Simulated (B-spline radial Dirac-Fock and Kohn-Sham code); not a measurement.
Br³²⁺ ([He] 2s1). The calculation used the spherical Dirac–Fock density (average of configuration) (a B-spline radial atomic code).

What should this plot look like? The X-ray form factor f against sin θ/λ.

f starts at 3, the number of electrons, falls to half near sin θ/λ = 4.13 Å⁻¹, and is 2.93 at sin θ/λ = 0.50 Å⁻¹ and 2.74 at sin θ/λ = 1.00 Å⁻¹. The initial fall is set by Σ⟨r²⟩ = 0.0401 bohr².

Here it is:

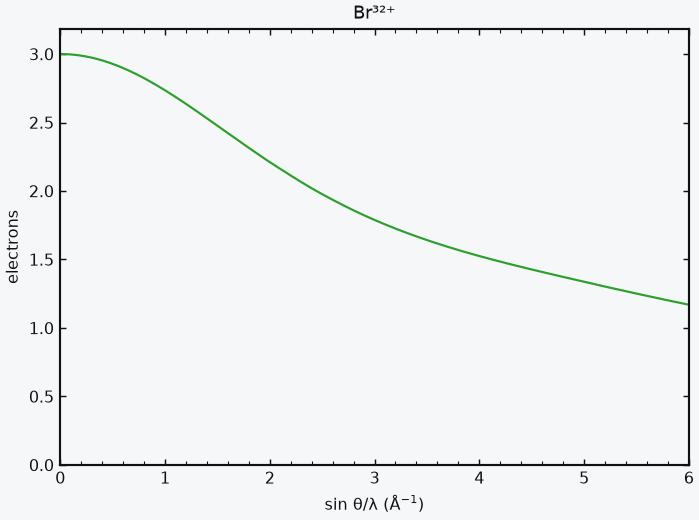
